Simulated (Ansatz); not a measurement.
Input

```
crystal:
  periodic: [false, false, false]
  atoms:
    - {symbol: C, position_ang: [-1.338900, 0.779600, -0.768600]}
    - {symbol: Si, position_ang: [-0.420200, -0.492300, 0.235000]}
    - {symbol: Si, position_ang: [1.740100, -0.316300, 0.822400]}
    - {symbol: S, position_ang: [1.114600, -1.600900, -0.791700]}
    - {symbol: H, position_ang: [-0.641000, 1.400600, -1.332000]}
    - {symbol: H, position_ang: [-1.933200, 1.422000, -0.113800]}
    - {symbol: H, position_ang: [-2.015100, 0.289100, -1.473100]}
    - {symbol: H, position_ang: [-1.336300, -1.346400, 1.031600]}
    - {symbol: H, position_ang: [2.330900, -1.018700, 1.986900]}
    - {symbol: H, position_ang: [2.582200, 0.832000, 0.406300]}
basis:
  gaussian:
    orbitals: def2-SVP
output:
  forces: true
  orbitals: {seedname: orbitals}
hamiltonian:
  xc: hf
accuracy: high
```

Run with:

```sh
ansatz run in.yaml --threads 1 --pin off --max-ram 2610MiB --events-out events.jsonl --progress --plain --runs-dir runs
```

Geometry: PBE0-D4/def2-TZVP.

Computed with isolated molecule in a Gaussian basis; Hartree-Fock (Ansatz).

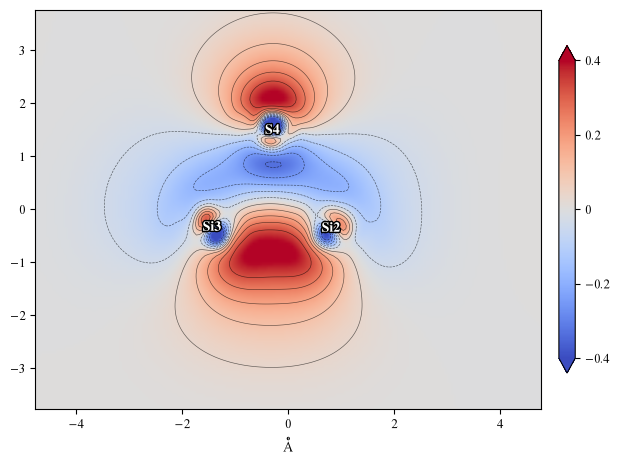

CH6SSi2 (SMILES C[SiH]1[SiH2]S1). The HOMO on the plane of atoms Si2, Si3 and S4 (values in Å⁻³ᐟ²; the overall sign is arbitrary).

What is the character of this orbital?

Answer. Its weight (Hirshfeld) is mainly on Si3 (about 30 %), S4 (about 30 %) and Si2 (about 30 %). Its energy is −9.33 eV.
